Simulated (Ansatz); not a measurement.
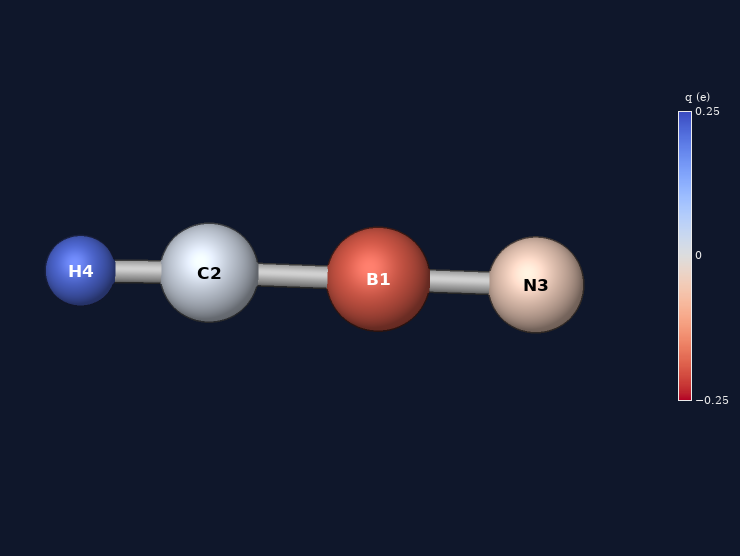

Atoms are coloured by their Mulliken charges. Charge 0, doublet. The geometry was computed by an optimisation with PBE0-D4/def2-TZVP. No frequency run is at hand to confirm it as a minimum. Properties computed with UKS PBE0-D4/def2-TZVP (Ansatz 0.2.0).

Which atom carries the highest charge (most positive or least negative)?

H4 (0.22 e).

And the lowest?

B1 (−0.19 e).

Give the Mulliken charges atom by atom.

```
atom  value (e)
  B1      −0.19
  C2       0.02
  N3      −0.04
  H4       0.22
```

The determinant isn't a pure spin state (⟨S²⟩ up to 1.38).

Mulliken values depend strongly on the basis set and can even reverse the polarity of a bond.
